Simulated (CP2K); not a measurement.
1,1-difluoroethane has these distinct C atoms: C1 (bonded to C and 3 H) and C2 (bonded to C, 2 F and H).

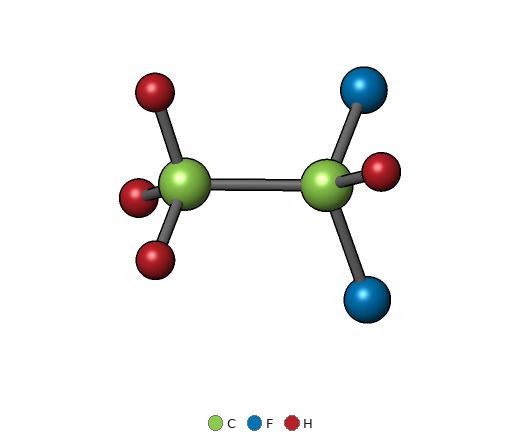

The molecule (carbon green, fluorine blue, hydrogen red).

```xyz
8

C    -0.7804   -0.1499    0.0101
C     0.6992    0.1216    0.0728
F     1.4065   -0.7994   -0.6971
F     0.9781    1.3773   -0.4585
H    -1.1226   -0.0972   -1.0308
H    -0.9982   -1.1457    0.4152
H    -1.3158    0.6011    0.6043
H     1.1331    0.0922    1.0841
```

Their partial C K spectra (CP2K XAS_TDP, all-electron GAPW, PBEh(45%), aug-cc-pVDZ, TDA, GW2X-corrected core level, no relativity) are given in random order, each times the number of alike atoms.

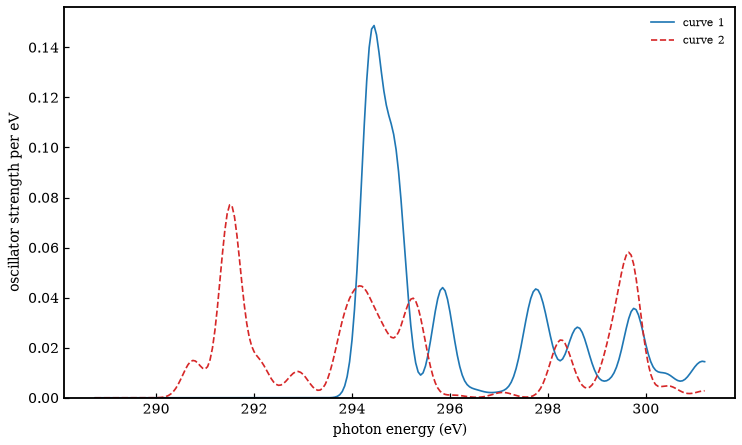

Gaussian full width 0.5 eV, oscillator strength per eV, alike atoms added, rows of zeros left out.

Q: Which curve belongs to which atom?

Curve 1: C2 (bonded to C, 2 F and H), leading line at 294.40 eV (f = 0.075 an atom), ionisation energy 297.60 eV, term value 3.20 eV. Curve 2: C1 (bonded to C and 3 H), leading line at 291.51 eV (f = 0.016 an atom), ionisation energy 293.03 eV, term value 1.52 eV. The leading line of an atom is its first one with 35 % of the strongest within 2.5 eV of its lowest line over the strength cut. A line lies at the core ionisation energy, which rises as an atom loses charge to its neighbours or to a π system, less the term value, which is large for a low π* or σ* orbital with weight on that atom.

[Banner, clock and machine lines of the logs are left out without a mark of their own.]

[Logs are printed without paths, hosts, clocks, repeated set-up lines and the standing remarks that a program may print on its own settings, such as how far it seeks lower states.]

[Hosts, paths, dates, database ids (printed as entryN), source tags and the programs' standing remarks are cut or masked in the printed files.]
